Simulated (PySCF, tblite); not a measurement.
# C24H38Si2: electronic excitations, NMR shifts

What do calculations give for the electronic excitations, NMR shifts of C24H38Si2 (`CC[C@@H](C[C@@H](C)c1ccc([Si](C)(C)C)cc1)c1ccc([Si](C)(C)C)cc1`)?

Programs: tblite 0.8.0 and PySCF 2.14.0, with routines of our own; each step states its level. All values are computed. Atoms count from 0.

## Step 1: The starting structure

64 atoms, charge 0, multiplicity 1; geometry from: force field, distance geometry or constructed start.

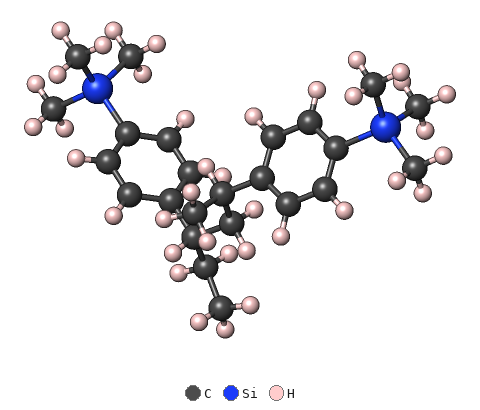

The starting geometry (carbon dark grey, silicon blue, hydrogen pink).

## Step 2: Optimising the geometry with GFN2-xTB

Job settings and geometry (Å):

```
{"job": {"kind": "relax", "xc": "GFN2-xTB", "basis": "xTB"}, "charge": 0, "multiplicity": 1}
C     -1.028100    -4.939000     0.604900
C     -1.773200    -3.719000     0.053000
C     -1.413500    -2.406200     0.791100
C      0.054300    -1.983700     0.554300
C      0.491800    -0.692500     1.287400
C      0.420100    -0.816400     2.807900
C      1.889800    -0.284300     0.828100
C      2.063300     0.870500     0.056900
C      3.332400     1.255600    -0.381800
C      4.462800     0.498300    -0.053300
Si     6.186800     1.047500    -0.662800
C      7.518300    -0.139600    -0.078800
C      6.179200     1.100600    -2.534200
C      6.552200     2.764400     0.011200
C      4.292100    -0.653700     0.718400
C      3.020300    -1.044900     1.159800
C     -2.400600    -1.316400     0.370600
C     -2.428900    -0.818600    -0.939000
C     -3.333200     0.188400    -1.301500
C     -4.235300     0.710600    -0.366500
Si    -5.483100     2.081800    -0.840600
C     -5.170700     3.580800     0.244100
C     -7.220700     1.445000    -0.543600
C     -5.298400     2.564000    -2.644800
C     -4.214700     0.203700     0.940600
C     -3.315400    -0.801400     1.304300
H      0.041300    -4.880200     0.405100
H     -1.182000    -5.034600     1.687600
H     -1.409100    -5.847600     0.127800
H     -2.846100    -3.911800     0.157900
H     -1.560000    -3.634100    -1.015200
H     -1.552500    -2.589700     1.864000
H      0.708400    -2.805200     0.885900
H      0.240200    -1.877400    -0.513400
H     -0.190300     0.120400     0.999400
H     -0.609500    -0.929300     3.148100
H      0.991400    -1.677400     3.172300
H      0.827800     0.083200     3.292400
H      1.201800     1.473000    -0.218200
H      3.407900     2.166200    -0.979400
H      7.340400    -1.148300    -0.459100
H      7.557300    -0.190100     1.017600
H      8.508700     0.189700    -0.435200
H      5.953900     0.112600    -2.953300
H      5.432000     1.811500    -2.904400
H      7.159900     1.409700    -2.920800
H      5.808300     3.486000    -0.338000
H      7.536300     3.108300    -0.311600
H      6.536700     2.761200     1.108000
H      5.143400    -1.281500     0.998500
H      2.926500    -1.959000     1.750100
H     -1.734800    -1.196600    -1.690200
H     -3.311800     0.544000    -2.331300
H     -5.307400     3.328300     1.298000
H     -5.865000     4.384200    -0.005800
H     -4.150900     3.954600     0.106300
H     -7.410000     0.545300    -1.159400
H     -7.368800     1.184900     0.500700
H     -7.960800     2.203000    -0.813600
H     -5.476700     1.715500    -3.302500
H     -4.291900     2.950600    -2.840400
H     -6.007300     3.353000    -2.903700
H     -4.899200     0.575700     1.699100
H     -3.320100    -1.167600     2.325600
```

Run with:

```
> OMP_NUM_THREADS=2 python large_run.py task.json out
```

This one command runs all jobs of the session in turn.

The program printed:

```text
step      E/eV     max force
  0   -2018.56535    0.930
  1   -2018.68311    0.452
  2   -2018.72781    0.294
  3   -2018.75758    0.250
  4   -2018.77817    0.177
  5   -2018.78664    0.171
  6   -2018.79503    0.163
  7   -2018.80162    0.147
  8   -2018.80635    0.103
  9   -2018.80912    0.081
 10   -2018.81016    0.060
 11   -2018.81196    0.040
 12   -2018.81237    0.040
 13   -2018.81350    0.053
 14   -2018.81425    0.042
 15   -2018.81503    0.048
 16   -2018.81578    0.049
 17   -2018.81665    0.066
 18   -2018.81743    0.058
 19   -2018.81803    0.033
 20   -2018.81847    0.034
 21   -2018.81885    0.031
 22   -2018.81922    0.025
 23   -2018.81959    0.031
 24   -2018.81994    0.027
 25   -2018.82029    0.023
 26   -2018.82062    0.029
 27   -2018.82097    0.031
 28   -2018.82132    0.029
 29   -2018.82164    0.021
 30   -2018.82191    0.023
 31   -2018.82211    0.022
 32   -2018.82230    0.021
 33   -2018.82252    0.019
```

It took 1.4 s on 2 threads of Arm Neoverse V1, shared host; peak memory 0.18 GiB.

Along the way:

```tsv
step	energy from step 0 (eV)	largest force (eV/Å)
0	0.0000	0.9298
1	-0.1178	0.4522
2	-0.1625	0.2944
3	-0.1922	0.2503
4	-0.2128	0.1766
5	-0.2213	0.1700
6	-0.2297	0.1626
7	-0.2363	0.1473
8	-0.2410	0.1034
9	-0.2438	0.0803
11	-0.2466	0.0407
13	-0.2481	0.0528
15	-0.2497	0.0486
17	-0.2513	0.0658
19	-0.2527	0.0337
21	-0.2535	0.0307
23	-0.2542	0.0311
25	-0.2549	0.0230
27	-0.2556	0.0306
29	-0.2563	0.0216
30	-0.2566	0.0231
31	-0.2568	0.0219
32	-0.2569	0.0211
33	-0.2572	0.0195
```

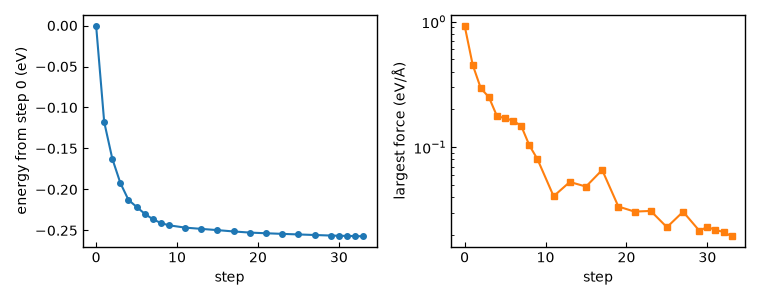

Energy and force, step by step.

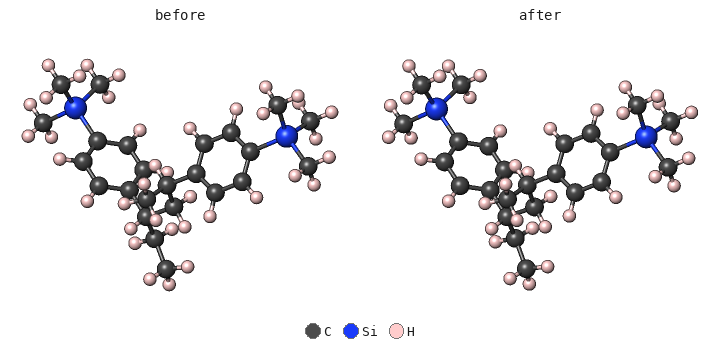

The geometry before (left) and after (right).

Distances of close pairs at the start and the end, largest changes first:

```tsv
bond	before (Å)	after (Å)	change (Å)
Si10–C12	1.872	1.908	+0.036
Si20–C22	1.874	1.909	+0.034
Si20–C21	1.876	1.909	+0.032
Si20–C23	1.877	1.905	+0.028
Si10–C11	1.877	1.905	+0.028
Si10–C13	1.880	1.908	+0.028
C2–C16	1.529	1.508	-0.021
C22–H56	1.107	1.086	-0.021
```

The final coordinates are the input of the step that follows.

## Step 3: Electronic excitations: TDA PBE0/6-31G*

Job settings and geometry (Å):

```
{"job": {"kind": "uv", "basis": "6-31G*", "grid": 1, "kgrid": 0, "vcut": 1.5, "nstates": 6, "ntriplets": 2, "tda": true, "delta": [], "pop": true, "xc": "PBE0"}, "charge": 0, "multiplicity": 1}
C     -1.037225    -4.911660     0.600720
C     -1.755426    -3.683939     0.053303
C     -1.392559    -2.388508     0.799333
C      0.066274    -1.984871     0.551304
C      0.472215    -0.683442     1.259251
C      0.422487    -0.818691     2.782336
C      1.853345    -0.279261     0.806490
C      2.042654     0.863240     0.040132
C      3.305841     1.236508    -0.377364
C      4.431898     0.486499    -0.050007
Si     6.147677     1.034892    -0.644929
C      7.500698    -0.169693    -0.054871
C      6.153507     1.091300    -2.552514
C      6.526142     2.777646     0.034588
C      4.232689    -0.659306     0.713521
C      2.971416    -1.036978     1.132680
C     -2.353068    -1.297630     0.396181
C     -2.380288    -0.801017    -0.901333
C     -3.287250     0.173837    -1.270536
C     -4.205199     0.695540    -0.364027
Si    -5.453130     2.046475    -0.833092
C     -5.146898     3.577462     0.264912
C     -7.227466     1.408405    -0.537525
C     -5.265543     2.545397    -2.662033
C     -4.171626     0.192988     0.933478
C     -3.266951    -0.782506     1.307178
H      0.032358    -4.857168     0.416151
H     -1.197874    -5.001713     1.673105
H     -1.415419    -5.812251     0.122462
H     -2.834338    -3.836398     0.142542
H     -1.526997    -3.571185    -1.007939
H     -1.523292    -2.581409     1.868624
H      0.720458    -2.787948     0.892044
H      0.231009    -1.860953    -0.521449
H     -0.231043     0.102189     0.962201
H     -0.604008    -0.914123     3.124769
H      0.981631    -1.689685     3.115196
H      0.853513     0.064011     3.249609
H      1.186770     1.466310    -0.231592
H      3.422641     2.132436    -0.970727
H      7.336321    -1.174350    -0.431421
H      7.546994    -0.223334     1.028244
H      8.475250     0.154304    -0.406715
H      5.932715     0.118441    -2.981002
H      5.412737     1.789064    -2.929996
H      7.122061     1.405664    -2.928902
H      5.793321     3.502997    -0.304445
H      7.502306     3.119143    -0.295957
H      6.521789     2.792964     1.120179
H      5.082214    -1.268354     0.986246
H      2.858457    -1.934861     1.722521
H     -1.682883    -1.179225    -1.634531
H     -3.284624     0.535505    -2.288391
H     -5.273897     3.342637     1.317005
H     -5.840946     4.376006     0.021396
H     -4.140767     3.964947     0.137065
H     -7.440272     0.526931    -1.134597
H     -7.386261     1.143316     0.503030
H     -7.960049     2.166502    -0.797496
H     -5.446877     1.707894    -3.328122
H     -4.272499     2.929227    -2.873067
H     -5.976737     3.324470    -2.918114
H     -4.871255     0.572326     1.665075
H     -3.271280    -1.151310     2.324367
```

With the program's defaults for keys left out, this is: TDA PBE0/6-31G*, vertical, gas phase, core orbitals frozen in the response, virtual orbitals cut by energy.

The program printed:

```text
start: PBE on a coarse grid of 49709 points
cycle   1  E = -1514.6386364799  dE =  2.489e+00  |g| = 1.373e+00  |ddm| = 7.511e+00
cycle   2  E = -1514.1353423419  dE =  5.033e-01  |g| = 1.904e+00  |ddm| = 3.703e+00
cycle   3  E = -1515.1613436416  dE = -1.026e+00  |g| = 9.385e-02  |ddm| = 2.315e+00
cycle   4  E = -1515.1622917292  dE = -9.481e-04  |g| = 7.125e-02  |ddm| = 1.783e-01
cycle   5  E = -1515.1634852824  dE = -1.194e-03  |g| = 2.666e-02  |ddm| = 1.033e-01
cycle   6  E = -1515.1636548736  dE = -1.696e-04  |g| = 1.280e-02  |ddm| = 4.420e-02
cycle   7  E = -1515.1637004884  dE = -4.561e-05  |g| = 1.775e-03  |ddm| = 1.565e-02
final grid: 208473 points
cycle   8  E = -1515.0856849546  dE = -1.087e-02  |g| = 4.985e-02  |ddm| = 7.864e-01
cycle   9  E = -1515.0857877543  dE = -1.028e-04  |g| = 4.804e-02  |ddm| = 1.241e-01
cycle  10  E = -1515.0864144194  dE = -6.267e-04  |g| = 3.695e-03  |ddm| = 5.502e-02
cycle  11  E = -1515.0864147133  dE = -2.939e-07  |g| = 2.044e-03  |ddm| = 5.924e-03
cycle  12  E = -1515.0864154928  dE = -7.795e-07  |g| = 8.211e-04  |ddm| = 2.821e-03
cycle  13  E = -1515.0864185134  dE = -3.021e-06  |g| = 2.932e-04  |ddm| = 1.244e-03
cycle  14  E = -1515.0864184570  dE =  5.641e-08  |g| = 5.660e-05  |ddm| = 3.800e-04
converged SCF energy = -1515.0864184570

Static polarisability (au): isotropic 291.479, principal 219.347 293.694 361.397

Singlet excitations
state   eV       nm        f      main configurations
  1   5.4906    225.8   0.00104   H-3->L 0.43, H-1->L+2 0.32, H->L+2 0.17
  2   5.5082    225.1   0.00024   H-2->L+1 0.42, H->L+3 0.38, H-1->L+3 0.09
  3   5.9545    208.2   0.13399   H->L 0.92
  4   6.1246    202.4   0.22958   H->L+1 0.66, H-1->L 0.17
  5   6.2347    198.9   0.14350   H-1->L 0.40, H->L+2 0.26, H-1->L+1 0.10
  6   6.2675    197.8   0.04907   H->L+2 0.45, H-1->L+2 0.24, H-1->L 0.20

Triplet excitations (Tamm-Dancoff, eV): 4.0828 4.0917
```

Run time: 62 s. Hardware: 2 threads of Arm Neoverse V1, shared host; peak memory 1.5 GiB.

The orbitals next to the gap, with their largest atomic shares:

```tsv
orbital	eV	atoms
HOMO−4	-7.89	C9 26 %, Si10 17 %, C12 7 %
HOMO−3	-6.99	C25 27 %, C18 26 %, C17 22 %
HOMO−2	-6.89	C7 27 %, C14 26 %, C8 22 %
HOMO−1	-6.69	C19 20 %, C16 18 %, C17 8 %
HOMO	-6.51	C9 20 %, C6 18 %, C15 9 %
LUMO	0.01	C16 23 %, C19 22 %, C24 17 %
LUMO+1	0.14	C6 23 %, C9 22 %, C8 17 %
LUMO+2	0.29	C18 30 %, C25 27 %, C17 16 %
LUMO+3	0.41	C14 29 %, C7 27 %, C15 17 %
```

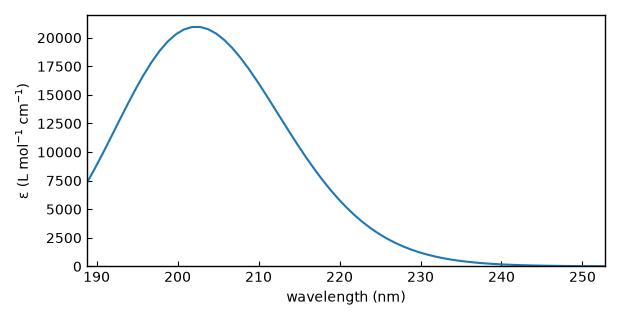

Absorption spectrum: each of the 6 states is a Gaussian band of 0.4 eV half-width at 1/e. Beyond the last state computed it falls off for lack of states.

Ground-state properties from the same run:

```tsv
property	computed
dipole moment (D)	0.45
polarisability (Å³)	43.19
HOMO–LUMO gap (eV)	6.52
−ε(HOMO) (eV)	6.51
```

## Step 4: NMR shifts: GIAO KT3/pcSseg-1

The job, as its differences from that of step 3:

```diff
@@ -1,2 +1,2 @@
-{"job": {"kind": "uv", "basis": "6-31G*", "grid": 1, "kgrid": 0, "vcut": 1.5, "nstates": 6, "ntriplets": 2, "tda": true, "delta": [], "pop": true, "xc": "PBE0"}, "charge": 0, "multiplicity": 1}
+{"job": {"kind": "nmr", "xc": "KT3", "basis": "pcSseg-1", "pop": false}, "charge": 0, "multiplicity": 1}
 C     -1.037225    -4.911660     0.600720
```

Method: GIAO KT3/pcSseg-1 NMR shielding, non-relativistic, gas phase.

The program printed:

```text
start: PBE on a coarse grid of 49709 points
cycle   1  E = -1514.0698155498  dE =  2.442e+00  |g| = 1.371e+00  |ddm| = 7.744e+00
cycle   2  E = -1513.4949330827  dE =  5.749e-01  |g| = 1.980e+00  |ddm| = 3.471e+00
cycle   3  E = -1514.5789000395  dE = -1.084e+00  |g| = 1.021e-01  |ddm| = 2.275e+00
cycle   4  E = -1514.5800543988  dE = -1.154e-03  |g| = 7.535e-02  |ddm| = 2.048e-01
cycle   5  E = -1514.5813726465  dE = -1.318e-03  |g| = 2.757e-02  |ddm| = 1.068e-01
cycle   6  E = -1514.5815339141  dE = -1.613e-04  |g| = 1.454e-02  |ddm| = 4.542e-02
cycle   7  E = -1514.5815915331  dE = -5.762e-05  |g| = 1.879e-03  |ddm| = 1.719e-02
final grid: 438629 points
cycle   8  E = -1536.4712394358  dE = -7.167e-02  |g| = 1.721e-01  |ddm| = 1.180e+00
cycle   9  E = -1536.4725266930  dE = -1.287e-03  |g| = 8.117e-02  |ddm| = 1.752e-01
cycle  10  E = -1536.4728244212  dE = -2.977e-04  |g| = 2.493e-02  |ddm| = 7.496e-02
cycle  11  E = -1536.4729879080  dE = -1.635e-04  |g| = 6.643e-03  |ddm| = 3.248e-02
cycle  12  E = -1536.4730012183  dE = -1.331e-05  |g| = 1.506e-03  |ddm| = 1.060e-02
cycle  13  E = -1536.4730024892  dE = -1.271e-06  |g| = 4.144e-04  |ddm| = 2.339e-03
cycle  14  E = -1536.4730006152  dE =  1.874e-06  |g| = 1.320e-04  |ddm| = 7.344e-04
cycle  15  E = -1536.4730031119  dE = -2.497e-06  |g| = 7.426e-05  |ddm| = 2.251e-04
converged SCF energy = -1536.4730031119

GIAO shielding tensors (ppm)
atom      isotropic    diamagn.    paramagn.     s11        s22        s33       span
  0 C      168.310     246.928     -78.617    153.336    166.595    185.000     31.664
  1 C      147.051     249.992    -102.941    132.561    143.340    165.252     32.690
  2 C      133.917     255.118    -121.201    121.983    128.120    151.647     29.663
  3 C      138.134     260.078    -121.944    122.841    134.320    157.241     34.401
  4 C      142.447     253.146    -110.699    132.275    135.365    159.701     27.426
  5 C      163.198     255.753     -92.556    151.436    157.682    180.475     29.039
  6 C       41.285     268.271    -226.986    -35.896     -8.179    167.929    203.825
  7 C       64.241     262.556    -198.315    -27.985     66.486    154.223    182.207
  8 C       57.457     264.967    -207.510    -46.489     50.934    167.925    214.414
  9 C       55.384     265.234    -209.850    -22.407      4.391    184.168    206.575
 10 Si     368.528     887.770    -519.242    358.635    360.732    386.216     27.581
 11 C      187.587     251.095     -63.508    184.775    186.891    191.094      6.319
 12 C      183.920     253.247     -69.327    178.720    183.102    189.937     11.218
 13 C      184.108     251.145     -67.037    178.955    183.167    190.201     11.246
 14 C       58.592     258.178    -199.587    -45.554     53.001    168.328    213.882
 15 C       66.783     256.964    -190.181    -31.388     58.612    173.125    204.513
 16 C       43.628     268.523    -224.895    -37.616     -1.276    169.775    207.391
 17 C       66.753     261.774    -195.021    -31.894     56.843    175.311    207.205
 18 C       58.091     261.815    -203.725    -46.581     52.034    168.820    215.400
 19 C       54.651     265.591    -210.940    -23.158      2.830    184.282    207.440
 20 Si     368.326     888.233    -519.907    358.989    360.286    385.703     26.715
 21 C      183.798     254.657     -70.859    178.648    182.979    189.769     11.121
 22 C      184.124     247.714     -63.590    178.950    183.032    190.391     11.442
 23 C      187.547     254.805     -67.258    184.781    186.968    190.893      6.112
 24 C       57.245     260.360    -203.115    -46.895     50.650    167.981    214.877
 25 C       62.412     255.143    -192.731    -33.522     67.135    153.622    187.144
 26 H       30.384      34.012      -3.629     25.147     30.871     35.133      9.986
 27 H       30.933      30.605       0.328     26.851     29.301     36.646      9.795
 28 H       30.500      25.599       4.902     25.756     27.490     38.255     12.499
 29 H       30.048      32.583      -2.535     24.311     31.617     34.215      9.904
 30 H       30.264      35.852      -5.588     25.602     31.455     33.735      8.133
 31 H       29.378      43.334     -13.957     28.152     28.516     31.465      3.313
 32 H       29.746      43.938     -14.192     23.559     32.089     33.590     10.030
 33 H       30.098      43.771     -13.673     26.513     31.546     32.236      5.723
 34 H       29.680      44.860     -15.180     23.927     30.293     34.820     10.894
 35 H       30.220      39.527      -9.308     24.533     30.451     35.676     11.143
 36 H       30.785      38.635      -7.850     26.903     29.493     35.958      9.055
 37 H       30.821      37.505      -6.684     27.024     28.935     36.504      9.480
 38 H       24.947      45.148     -20.201     19.981     24.072     30.788     10.808
 39 H       24.507      43.687     -19.181     19.728     22.910     30.882     11.154
 40 H       31.420      32.248      -0.828     27.288     29.348     37.625     10.336
 41 H       31.431      30.139       1.292     27.305     29.245     37.742     10.437
 42 H       31.633      21.047      10.586     27.012     29.248     38.640     11.627
 43 H       31.657      35.264      -3.607     27.962     29.616     37.392      9.430
 44 H       31.446      37.069      -5.623     26.696     30.054     37.590     10.894
 45 H       31.676      23.941       7.735     27.292     28.826     38.911     11.619
 46 H       31.462      35.310      -3.847     26.561     30.230     37.596     11.034
 47 H       31.687      22.294       9.394     27.345     28.785     38.932     11.588
 48 H       31.680      31.599       0.081     27.887     29.568     37.585      9.698
 49 H       24.480      39.825     -15.345     19.177     23.215     31.049     11.872
 50 H       24.609      41.278     -16.669     20.051     22.034     31.740     11.689
 51 H       24.612      43.247     -18.635     21.106     21.705     31.024      9.918
 52 H       24.375      43.669     -19.294     19.416     22.847     30.860     11.444
 53 H       31.385      34.485      -3.101     26.891     29.870     37.394     10.502
 54 H       31.617      25.986       5.631     27.352     28.637     38.863     11.510
 55 H       31.596      40.094      -8.498     27.642     29.715     37.431      9.789
 56 H       31.608      28.031       3.577     27.712     29.522     37.590      9.878
 57 H       31.387      28.807       2.580     26.502     30.051     37.607     11.105
 58 H       31.621      20.639      10.982     27.221     28.799     38.843     11.622
 59 H       31.384      32.159      -0.776     27.419     29.139     37.592     10.173
 60 H       31.363      39.132      -7.769     27.013     29.399     37.677     10.664
 61 H       31.583      25.141       6.442     27.005     29.137     38.607     11.603
 62 H       24.347      38.369     -14.022     19.799     22.992     30.251     10.452
 63 H       24.542      39.818     -15.276     20.829     23.071     29.727      8.899
```

Run time: 53 s. Hardware: 2 threads of Arm Neoverse V1, shared host; peak memory 1.3 GiB.

The references, computed at this level on geometries of the same kind, shield at (ppm): 1H TMS 31.76, 13C TMS 184.7, 29Si TMS 361.7. Their shielding less the atom's gives the shift. The references are single molecules in the gas phase. Atoms listed in one row are averaged.

```tsv
atoms	environment	σ (ppm)	δ (ppm)
C6	substituted aromatic carbon	41.3	143.4
C16	substituted aromatic carbon	43.6	141.1
C19	substituted aromatic carbon	54.7	130.1
C9	substituted aromatic carbon	55.4	129.3
C18, C24	aromatic CH	57.7	127.1
C8, C14	aromatic CH	58.0	126.7
C17, C25	aromatic CH	64.6	120.1
C7, C15	aromatic CH	65.5	119.2
C2	sp3 CH on an aromatic ring	133.9	50.8
C3	sp3 CH2	138.1	46.6
C4	sp3 CH on an aromatic ring	142.4	42.3
C1	sp3 CH2	147.1	37.7
C5	methyl carbon	163.2	21.5
C0	methyl carbon	168.3	16.4
C21, C22, C23	methyl carbon bonded to Si	185.2	-0.4
C11, C12, C13	methyl carbon bonded to Si	185.2	-0.5
H52, H62	hydrogen on an aromatic CH	24.36	7.40
H39, H49	hydrogen on an aromatic CH	24.49	7.27
H51, H63	hydrogen on an aromatic CH	24.58	7.18
H38, H50	hydrogen on an aromatic CH	24.78	6.98
H31	hydrogen on an sp3 CH on an aromatic ring	29.38	2.38
H34	hydrogen on an sp3 CH on an aromatic ring	29.68	2.08
H32	hydrogen on an sp3 CH2	29.75	2.01
H29	hydrogen on an sp3 CH2	30.05	1.71
H33	hydrogen on an sp3 CH2	30.10	1.66
H30	hydrogen on an sp3 CH2	30.26	1.50
H26, H27, H28	hydrogen on a methyl carbon	30.61	1.15
H35, H36, H37	hydrogen on a methyl carbon	30.61	1.15
H53, H54, H55, H56, H57 and 4 more	hydrogen on a methyl carbon bonded to Si	31.50	0.26
H40, H41, H42, H43, H44 and 4 more	hydrogen on a methyl carbon bonded to Si	31.57	0.19
Si20	silicon bonded to 4 C	368.3	-6.7
Si10	silicon bonded to 4 C	368.5	-6.9
```

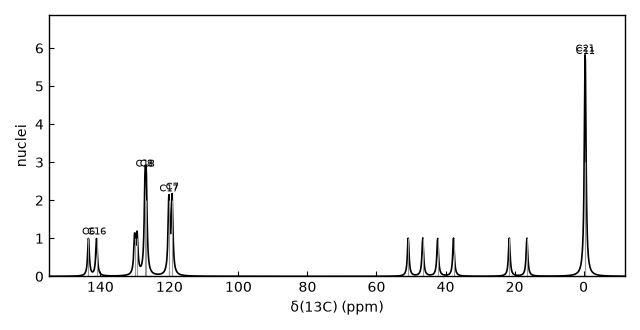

13C lines at the computed shifts, without couplings. Lines are broadened to a width of 0.58 ppm (Lorentzian).

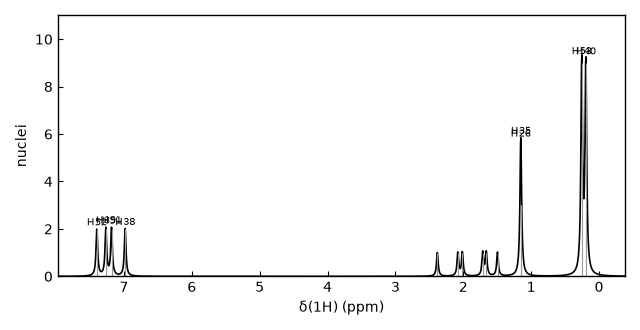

1H lines at the computed shifts, without couplings. Lines are broadened to a width of 0.03 ppm (Lorentzian).

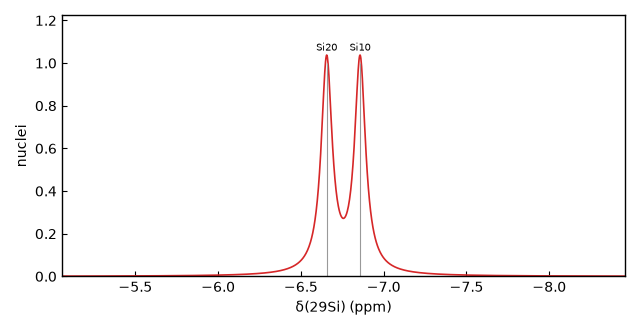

29Si lines at the computed shifts, without couplings. Lines are broadened to a width of 0.08 ppm (Lorentzian).

Ring of atoms C6, C7, C8, C9, C14, C15: NICS(0) -8.1, NICS(1) -10.8, NICS(1)zz -25.8 ppm (means of both faces).

Ring of atoms C16, C17, C18, C19, C24, C25: NICS(0) -7.7, NICS(1) -10.4, NICS(1)zz -26.1 ppm (means of both faces).

## Step 5: Results

| quantity | value |
| --- | --- |
| lowest singlet (PBE0/6-31G*) | 5.49 eV (226 nm), f = 0.001 |
| brightest single state of those computed | state 4, 6.12 eV, f = 0.230 |
| lowest triplet | 4.08 eV |
| 13C shifts against TMS (KT3/pcSseg-1, means over atoms taken as alike) | 143.4, 141.1, 130.1, 129.3, 127.1, 126.7, 120.1, 119.2, 50.8, 46.6, 42.3, 37.7, 21.5, 16.4 ppm and more |
| 1H shifts against TMS (KT3/pcSseg-1, means over atoms taken as alike) | 7.40, 7.27, 7.18, 6.98, 2.38, 2.08, 2.01, 1.71, 1.66, 1.50, 1.15, 1.15, 0.26, 0.19 ppm |
| 29Si shifts against TMS (KT3/pcSseg-1) | -6.7, -6.9 ppm |

The lowest singlet, at 5.49 eV, is HOMO−3→LUMO 0.43, HOMO−1→LUMO+2 0.32 and is weak; of the 6 states computed, the strongest absorption comes from state 4 at 6.12 eV. The lowest triplet lies 1.41 eV below the lowest singlet. NICS(1)zz of -26 ppm above the planar ring from C6 marks a diatropic (aromatic) ring current. NICS(1)zz of -26 ppm above the planar ring from C16 marks a diatropic (aromatic) ring current.
